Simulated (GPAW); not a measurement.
# Work function of Mg/Ti(0001) at several levels

How far do functional and basis move the work function of Mg/Ti(0001)?

Calculated with GPAW 26.7.0; GPAW, PAW setups; slab in vacuum, relaxation, in the first sound run; inputs show where later runs differ.

## 1. The structure

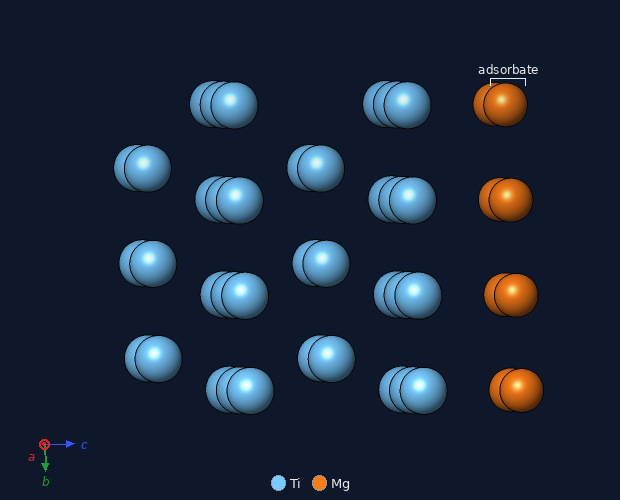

The cell as given, from the side, with the c axis across the page (titanium blue, magnesium orange). 2×3×1 cells are drawn. Some periodic images of atoms are drawn too.

The cell holds 5 atoms: 4 Ti and 1 Mg. Its edges and angles: a = 2.950 Å, b = 2.950 Å, c = 27.822 Å, α = 90.0°, β = 90.0°, γ = 60.0°. Vacuum lies along c.

## 2. Relaxation

The atoms are relaxed first, since the surface dipole, and with it the work function, follows the positions of the outer layers. The lowest 2 atoms are held at bulk positions and keep their forces.

run.py reads:

```python
import json
import numpy as np
from ase import Atoms
from ase.constraints import FixAtoms
from ase.optimize import BFGS
from gpaw import GPAW, PW

slab = Atoms(
    ['Ti', 'Ti', 'Ti', 'Ti', 'Mg'],
    positions=[
        [2.95000, 1.70318, 9.00000],
        [0.00000, 0.00000, 11.34230],
        [2.95000, 1.70318, 13.68460],
        [0.00000, 0.00000, 16.02690],
        [1.47500, 0.00000, 18.82210]],
    cell=[[2.95, 0.0, 0.0], [1.475, 2.55477, 0.0], [0.0, 0.0, 27.8221]],
    pbc=[True, True, False])

slab.calc = GPAW(mode=PW(400), xc='PBE', kpts={'size': (12, 12, 1), 'gamma': True},
                 occupations={'name': 'fermi-dirac', 'width': 0.1}, nbands='200%',
                 convergence={'density': 1e-05}, maxiter=200,
                 poissonsolver={'dipolelayer': 'xy'},
                 symmetry={'tolerance': 1e-3, 'extra_ids': [1, 1, 0, 0, 0]}, txt='slab.txt')
result = {}
slab.set_constraint(FixAtoms([0, 1]))
path = []
opt = BFGS(slab, maxstep=0.2)
opt.attach(lambda: path.append((slab.get_potential_energy(), slab.positions.tolist(), slab.get_forces().tolist())))
result['relaxed'] = bool(opt.run(fmax=0.03, steps=40))
result['path'] = path
energy = slab.get_potential_energy()
fermi = slab.calc.get_fermi_level()
v = slab.calc.get_electrostatic_potential().mean((0, 1)) - fermi
n = slab.calc.get_pseudo_density().mean((0, 1))
L = slab.cell[2, 2]
z = np.arange(len(v)) * L / len(v)
low, high = slab.positions[:, 2].min(), slab.positions[:, 2].max()
below, above = np.interp([low - 6.8, high + 6.8], z, v)
slopes = [np.interp(x, z, np.gradient(v, z)) for x in (low - 6.8, high + 6.8)]
eps = np.array([[slab.calc.get_eigenvalues(k, s) for k in range(len(slab.calc.get_ibz_k_points()))]
                for s in range(slab.calc.get_number_of_spins())]) - fermi
top, bottom = eps[eps < 0].max(), eps[eps > 0].min()
dipole = slab.get_dipole_moment()[2]
print(f'energy {energy:.4f} eV, Fermi level {fermi:.4f} eV, dipole {dipole:.5f} e A')
print(f'potential 6.8 A off the faces, from the Fermi level: lower {below:.4f} eV, upper {above:.4f} eV')
print(f'slope of the potential there: lower {slopes[0]:.5f}, upper {slopes[1]:.5f} eV/A')
print(f'nearest levels on the mesh: {top:.4f} and {bottom:.4f} eV')
print('magnetic moment', round(slab.get_magnetic_moment(), 3))
result.update(energy=energy, fermi=fermi, dipole=dipole, below=below, above=above, slopes=slopes, edges=[top, bottom],
              z=z.tolist(), v=v.tolist(), n=n.tolist(), positions=slab.positions.tolist(),
              forces=slab.get_forces(apply_constraint=False).tolist(), moments=slab.get_magnetic_moments().tolist())
json.dump(result, open('result.json', 'w'))
```

Command:

```sh
$ OMP_NUM_THREADS=1 OPENBLAS_NUM_THREADS=1 python run.py
```

Output:

```text
Step          Energy          fmax
BFGS:    0      -26.524751        0.465697
BFGS:    1      -26.528782        0.430784
BFGS:    2      -26.550646        0.224666
BFGS:    3      -26.552609        0.171690
BFGS:    4      -26.553392        0.163859
BFGS:    5      -26.559839        0.076943
BFGS:    6      -26.559969        0.060426
BFGS:    7      -26.560148        0.045001
BFGS:    8      -26.560553        0.052804
BFGS:    9      -26.562045        0.057997
BFGS:   10      -26.563641        0.081501
BFGS:   11      -26.564302        0.054200
BFGS:   12      -26.564577        0.025676
energy -26.4386 eV, Fermi level 0.8636 eV, dipole 0.00914 e A
potential 6.8 A off the faces, from the Fermi level: lower 4.4184 eV, upper 4.2010 eV
slope of the potential there: lower 0.00003, upper 0.00022 eV/A
nearest levels on the mesh: -0.0049 and 0.0097 eV
magnetic moment 0.0
```

Run time: 53 min. Hardware: 1 thread of Arm Neoverse V2, shared host; peak memory 0.38 GiB.

Relaxation path:

```csv
step,energy less that of the first step (eV),largest force (eV/Å)
1,0.0000,0.4657
2,-0.0045,0.4308
3,-0.0319,0.2247
4,-0.0329,0.1717
5,-0.0336,0.1639
6,-0.0400,0.0769
7,-0.0402,0.0604
8,-0.0405,0.0450
9,-0.0410,0.0528
10,-0.0426,0.0580
11,-0.0443,0.0815
12,-0.0448,0.0542
13,-0.0449,0.0257
```

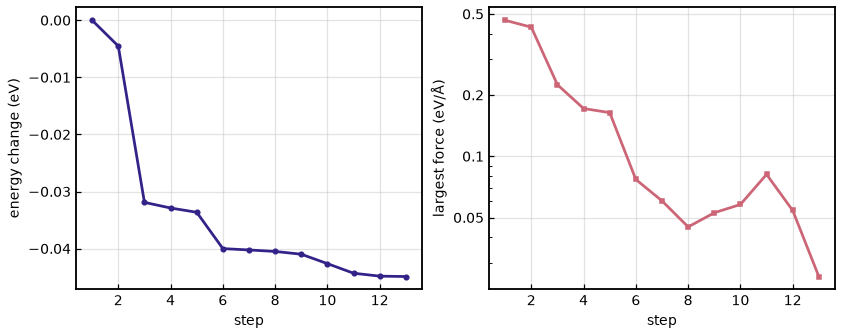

Energy and largest force along the relaxation.

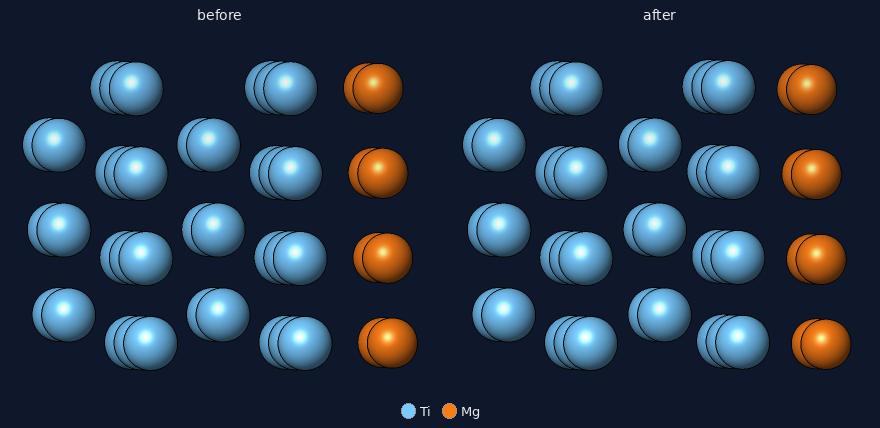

Before and after, at one scale.

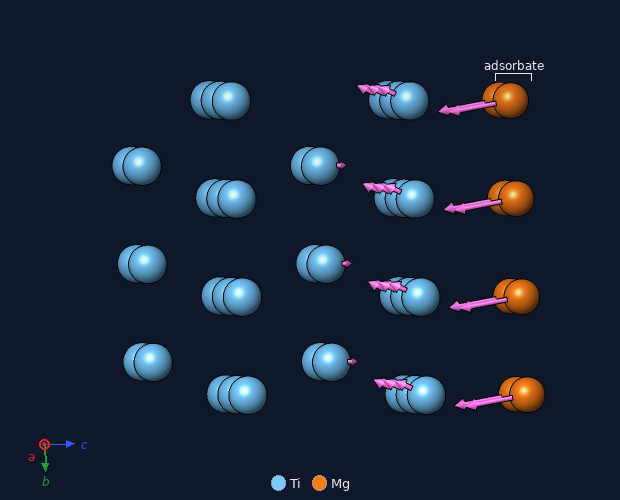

Displacements in the relaxation, exaggerated; the longest in the cell stands for 0.20 Å. 2×3×1 cells are drawn. Some periodic images of atoms are drawn too.

The atoms that moved most (Å):

```
atom     dx      dy      dz  length
 Mg5  0.000   0.037  -0.195   0.199
 Ti4  0.000  -0.034  -0.072   0.079
 Ti3  0.000  -0.002   0.044   0.045
```

The relaxed structure:

```
Ti Mg
1.0
     2.95000    0.00000    0.00000
     1.47500    2.55477    0.00000
     0.00000    0.00000   27.82210
Ti Mg
4 1
Cartesian
  2.9500 1.7032 9.0000
  0.0000 0.0000 11.3423
  2.9500 1.7016 13.7291
  0.0000 -0.0337 15.9551
  1.4750 0.0373 18.6271
```

Numbers from this step:

* dipole along the normal: 0.009139 e·Å
* levels nearest the Fermi level on the mesh: -0.004872, 0.009673 eV from the Fermi level
* upper work function: 4.201 eV
* lower work function: 4.418 eV

The electrostatic potential energy of an electron (without an applied field's), less the Fermi level, planar mean oscillates, so the rows of the table below give means over windows of 2.37 Å about each position, cut where the curve ends. Its maxima inside the range that stand out by 2 % of the span (Å: eV): 10.2: -0.199, 12.6: -0.165, 14.8: -0.985, 17.3: 1.20. Its minima: 9.0: -19.6, 11.3: -19.5, 13.7: -19.4, 16.0: -19.5, 18.7: -12.1.

Electrostatic potential energy of an electron (without an applied field's), less the Fermi level, planar mean against z; means over each step:

```
z (Å)  electrostatic potential energy of an electron (without an applied field's), less the Fermi level, planar mean (eV)
 1.19                                                                                                                4.41
 3.56                                                                                                                4.42
 5.93                                                                                                                4.26
 8.29                                                                                                               -6.63
10.67                                                                                                               -8.25
13.04                                                                                                               -8.13
15.41                                                                                                               -8.76
17.77                                                                                                               -4.13
20.14                                                                                                                1.17
22.52                                                                                                                4.18
24.89                                                                                                                4.20
27.25                                                                                                                4.21
```

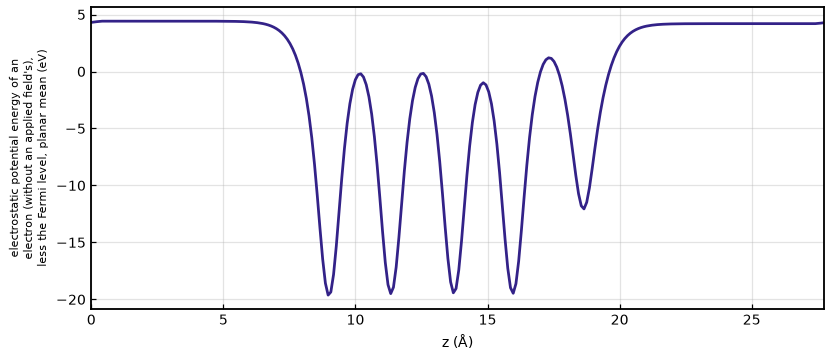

Electrostatic potential energy of an electron (without an applied field's), less the Fermi level, planar mean against z.

The pseudo valence density, planar mean oscillates, so the rows of the table below give means over windows of 2.5 Å about each position, cut where the curve ends. Its maxima inside the range that stand out by 2 % of the span (Å: e/Å³): 9.1: 1.59, 11.3: 1.62, 13.8: 1.58, 15.9: 1.57, 18.5: 1.74. Its minima: 10.1: 0.193, 12.6: 0.181, 14.8: 0.212, 17.5: 0.114.

Pseudo valence density, planar mean against z; means over each step:

```
z (Å)  pseudo valence density, planar mean (e/Å³)
  2.5                                      2.3e-6
  5.0                                      6.3e-4
  7.5                                       0.177
 10.0                                       0.724
 12.5                                       0.704
 15.0                                       0.787
 17.5                                       0.503
 20.0                                       0.182
 22.5                                      6.6e-4
 25.0                                      2.2e-6
```

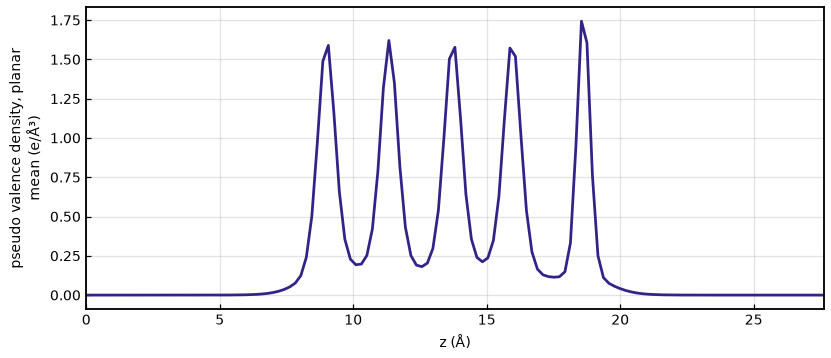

Pseudo valence density, planar mean, plotted against z.

The relaxation lowered the energy of the cell by 0.0449 eV (energies extrapolated to zero smearing; the optimiser's log prints free energies). The largest force left on a free atom is 0.026 eV/Å.

## 3. The slab's potential

The work function is the vacuum plateau of the electrostatic potential less the Fermi level; a dipole layer lets the two faces have plateaus of their own.

This step: GPAW, PAW setups; slab in vacuum (GPAW 26.7.0).

Changes to run.py since step 2:

```diff
@@ -3,4 +3,2 @@
 from ase import Atoms
-from ase.constraints import FixAtoms
-from ase.optimize import BFGS
 from gpaw import GPAW, PW
@@ -12,5 +10,5 @@
         [0.00000, 0.00000, 11.34230],
-        [2.95000, 1.70318, 13.68460],
-        [0.00000, 0.00000, 16.02690],
-        [1.47500, 0.00000, 18.82210]],
+        [2.95000, 1.70161, 13.72908],
+        [0.00000, -0.03366, 15.95509],
+        [1.47500, 0.03728, 18.62712]],
     cell=[[2.95, 0.0, 0.0], [1.475, 2.55477, 0.0], [0.0, 0.0, 27.8221]],
@@ -22,10 +20,4 @@
                  poissonsolver={'dipolelayer': 'xy'},
-                 symmetry={'tolerance': 1e-3, 'extra_ids': [1, 1, 0, 0, 0]}, txt='slab.txt')
+                 symmetry={'tolerance': 1e-3}, txt='slab.txt')
 result = {}
-slab.set_constraint(FixAtoms([0, 1]))
-path = []
-opt = BFGS(slab, maxstep=0.2)
-opt.attach(lambda: path.append((slab.get_potential_energy(), slab.positions.tolist(), slab.get_forces().tolist())))
-result['relaxed'] = bool(opt.run(fmax=0.03, steps=40))
-result['path'] = path
 energy = slab.get_potential_energy()
```

Output:

```text
energy -26.4386 eV, Fermi level 0.8637 eV, dipole 0.00917 e A
potential 6.8 A off the faces, from the Fermi level: lower 4.4186 eV, upper 4.2006 eV
slope of the potential there: lower 0.00003, upper 0.00022 eV/A
nearest levels on the mesh: -0.0049 and 0.0097 eV
magnetic moment 0.0
```

Run time: 5.3 min. Hardware: 1 thread; peak memory 0.37 GiB.

Numbers from this step:

| Property | Result |
| --- | --- |
| dipole along the normal | 0.009170 e·Å |
| levels nearest the Fermi level on the mesh | -0.004931, 0.009734 eV from the Fermi level |
| lower work function | 4.419 eV |

The electrostatic potential energy of an electron (without an applied field's), less the Fermi level, planar mean oscillates, so the rows of the table below give means over windows of 2.37 Å about each position, cut where the curve ends. Its maxima inside the range that stand out by 2 % of the span (Å: eV): 10.2: -0.199, 12.6: -0.165, 14.8: -0.985, 17.3: 1.20. Its minima: 9.0: -19.6, 11.3: -19.5, 13.7: -19.4, 16.0: -19.5, 18.7: -12.1.

Table of electrostatic potential energy of an electron (without an applied field's), less the Fermi level, planar mean by z; means over each step:

(Unchanged from step 2.)

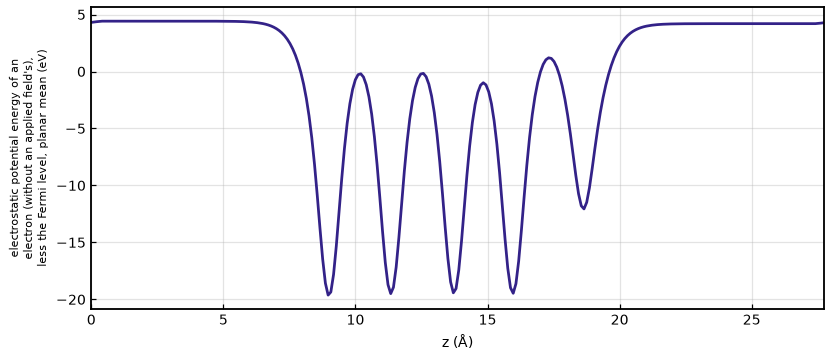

Electrostatic potential energy of an electron (without an applied field's), less the Fermi level, planar mean, plotted against z.

The pseudo valence density, planar mean oscillates, so the rows of the table below give means over windows of 2 Å about each position, cut where the curve ends. Its maxima inside the range that stand out by 2 % of the span (Å: e/Å³): 9.1: 1.59, 11.3: 1.62, 13.8: 1.58, 15.9: 1.57, 18.5: 1.74. Its minima: 10.1: 0.193, 12.6: 0.181, 14.8: 0.212, 17.5: 0.114.

Pseudo valence density, planar mean against z; means over each step:

```csv
z (Å),"pseudo valence density, planar mean (e/Å³)"
4,4.7e-5
6,0.00392
8,0.393
10,0.573
12,0.675
14,0.762
16,0.756
18,0.592
20,0.0919
22,0.00142
24,1.5e-5
```

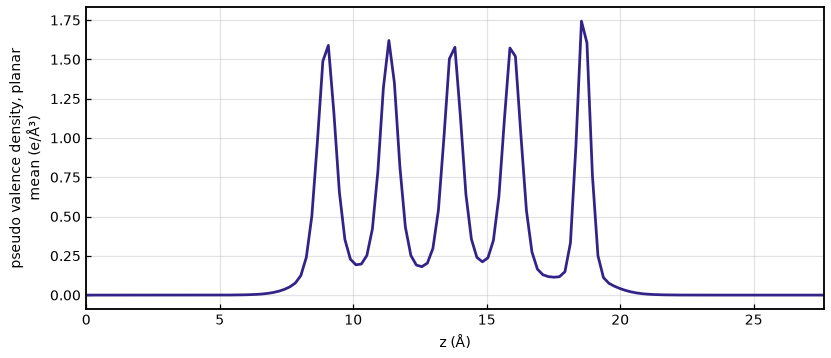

Pseudo valence density, planar mean against z.

Force by atom:

```
atom  x (eV/Å)  y (eV/Å)  z (eV/Å)   size
 Ti1     0.000     0.001     0.579  0.579
 Ti2     0.000    -0.006    -0.594  0.594
 Ti3     0.000    -0.016     0.002  0.016
 Ti4     0.000    -0.004     0.007  0.008
 Mg5     0.000     0.025     0.005  0.026
```

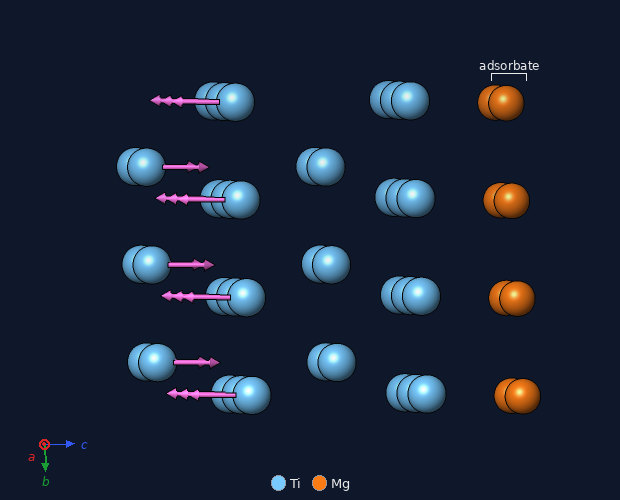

Force as arrows, the longest 0.594 eV/Å. 2×3×1 cells are drawn. Some periodic images of atoms are drawn too.

The potential is flat to 2.2e-4 eV/Å where it is read, so the vacuum is wide enough.

## 4. OptPBE vdW: xc = "optPBE-vdW"

The same geometry under optPBE-vdW, to see how far the functional moves the levels against the vacuum (the van der Waals functionals take revPBE setups).

Changes to run.py since step 3:

```diff
@@ -16,3 +16,3 @@
 
-slab.calc = GPAW(mode=PW(400), xc='PBE', kpts={'size': (12, 12, 1), 'gamma': True},
+slab.calc = GPAW(mode=PW(400), xc='optPBE-vdW', kpts={'size': (12, 12, 1), 'gamma': True},
                  occupations={'name': 'fermi-dirac', 'width': 0.1}, nbands='200%',
```

Output:

```text
energy -61.2299 eV, Fermi level 0.7896 eV, dipole 0.01130 e A
potential 6.8 A off the faces, from the Fermi level: lower 4.5606 eV, upper 4.2914 eV
slope of the potential there: lower 0.00001, upper 0.00026 eV/A
nearest levels on the mesh: -0.0032 and 0.0066 eV
magnetic moment 0.0
```

Wall time 5.7 min (1 thread); peak memory 0.51 GiB.

This step gave:

* dipole along the normal: 0.01130 e·Å
* levels nearest the Fermi level on the mesh: -0.003183, 0.006641 eV from the Fermi level
* upper work function: 4.291 eV
* lower work function: 4.561 eV

The electrostatic potential energy of an electron (without an applied field's), less the Fermi level, planar mean oscillates, so the rows of the table below give means over windows of 2.37 Å about each position, cut where the curve ends. Its maxima inside the range that stand out by 2 % of the span (Å: eV): 10.2: -0.224, 12.6: -0.175, 14.8: -1.00, 17.3: 1.17. Its minima: 9.0: -19.5, 11.3: -19.4, 13.7: -19.3, 16.0: -19.3, 18.7: -12.0.

The electrostatic potential energy of an electron (without an applied field's), less the Fermi level, planar mean by z; means over each step:

```
z (Å)  electrostatic potential energy of an electron (without an applied field's), less the Fermi level, planar mean (eV)
 1.19                                                                                                                4.55
 3.56                                                                                                                4.56
 5.93                                                                                                                4.38
 8.29                                                                                                               -6.55
10.67                                                                                                               -8.21
13.04                                                                                                               -8.08
15.41                                                                                                               -8.71
17.77                                                                                                               -4.13
20.14                                                                                                                1.19
22.52                                                                                                                4.26
24.89                                                                                                                4.29
27.25                                                                                                                4.30
```

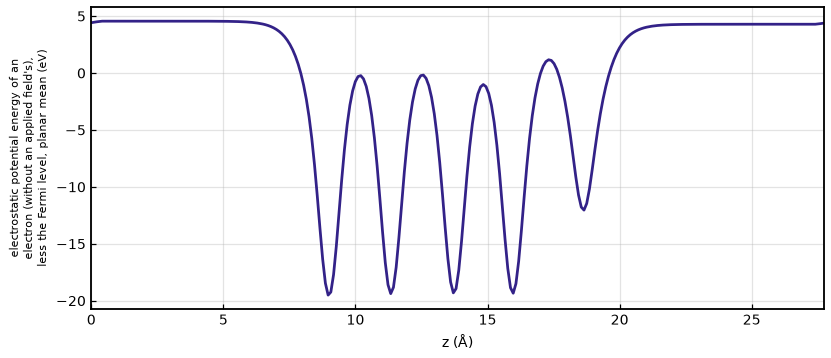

Electrostatic potential energy of an electron (without an applied field's), less the Fermi level, planar mean against z.

The pseudo valence density, planar mean oscillates, so the rows of the table below give means over windows of 2 Å about each position, cut where the curve ends. Its maxima inside the range that stand out by 2 % of the span (Å: e/Å³): 9.1: 1.59, 11.3: 1.62, 13.8: 1.58, 15.9: 1.58, 18.5: 1.74. Its minima: 10.1: 0.190, 12.6: 0.179, 14.8: 0.209, 17.5: 0.113.

Table of pseudo valence density, planar mean by z; means over each step:

| z (Å) | pseudo valence density, planar mean (e/Å³) |
| --- | --- |
| 4 | 6.9e-5 |
| 6 | 0.00405 |
| 8 | 0.393 |
| 10 | 0.572 |
| 12 | 0.675 |
| 14 | 0.762 |
| 16 | 0.757 |
| 18 | 0.592 |
| 20 | 0.0917 |
| 22 | 0.00155 |
| 24 | 2.5e-5 |

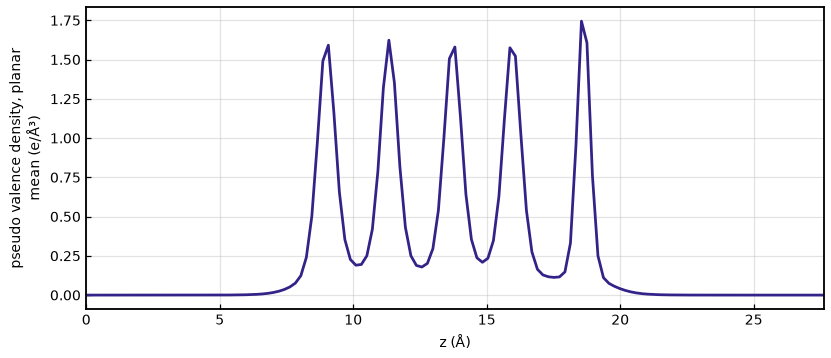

Pseudo valence density, planar mean against z.

Force by atom:

| atom | x (eV/Å) | y (eV/Å) | z (eV/Å) | size |
| --- | --- | --- | --- | --- |
| Ti1 | 0.000 | 0.001 | 0.516 | 0.516 |
| Ti2 | 0.000 | -0.007 | -0.561 | 0.561 |
| Ti3 | 0.000 | -0.013 | -0.027 | 0.030 |
| Ti4 | 0.000 | -0.006 | 0.031 | 0.031 |
| Mg5 | 0.000 | 0.025 | 0.041 | 0.048 |

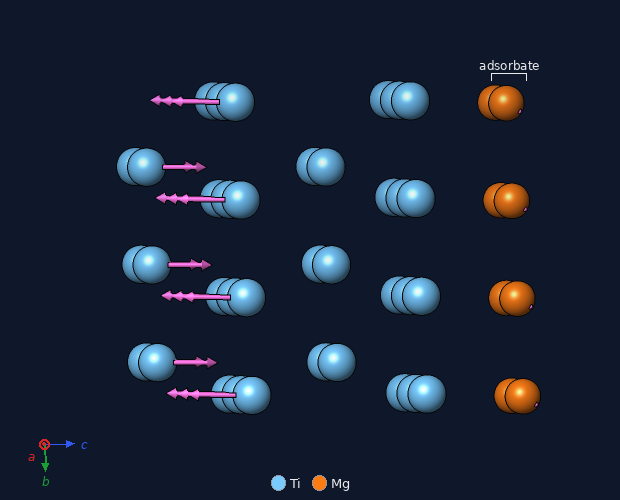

Force as arrows, the longest 0.561 eV/Å. 2×3×1 cells are drawn. Some periodic images of atoms are drawn too.

The upper face's work function is 4.291 eV, against 4.201 eV in the first plane-wave PBE run at this geometry.

(Part 1 of 2 ends here.)

[Logs are printed without paths, hosts, clocks, repeated set-up lines and the standing remarks that a program may print on its own settings, such as how far it seeks lower states.]

[Hosts, paths, dates, database ids (printed as entryN), source tags and the programs' standing remarks are cut or masked in the printed files.]
